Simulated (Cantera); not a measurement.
A closed system holds: 1 mol BN, a varied amount of H2O, at 1325 °C and 5.60 Pa.

Method: chemical equilibrium by Gibbs-energy minimisation in Cantera with the NASA 1993 tables (ideal gas, pure condensed phases). Candidate condensed phases: B, BN, B2O3, B3O3H3, H2O; 39 gas species. Rates play no part.

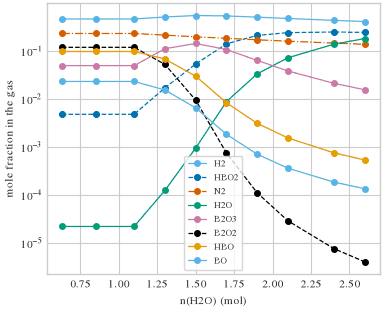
Fig. 1. Equilibrium gas composition (values under 1e-9 drawn at 1e-9)

Question: Read off the mole fractions at 2.6 mol H2O.

Answer: H2 about 0.41, HBO2 about 0.25, H2O about 0.18, N2 about 0.14, B2O3 about 0.016, HBO about 0.00054, BO about 0.00014, B2O2 about 4.0e-6.
